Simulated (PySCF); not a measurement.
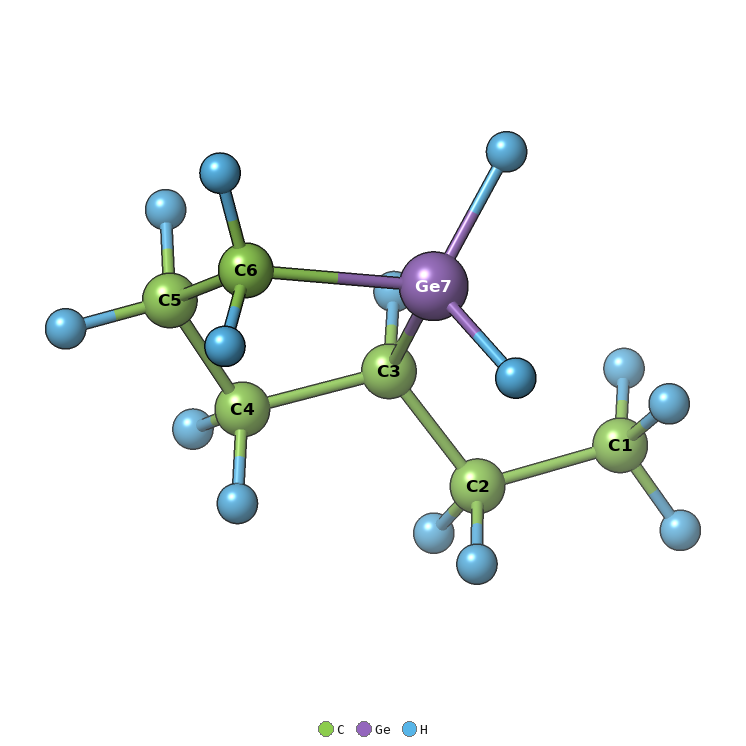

Distant atoms are faded towards the background colour. The geometry was computed by an optimisation with PBE0-D3(BJ)/def2-SVP. No frequency run is at hand to confirm it as a minimum.

Question: What is the conformation of the ring C3–C4–C5–C6–Ge7?

Answer: It is a twist (half-chair). The Cremer–Pople amplitude Q is 0.44 Å.

Question: Give the torsion angles round the ring, beginning with the bond from its second to its third atom.

Answer: −53°, 37°, −13°, −14°, 38°.
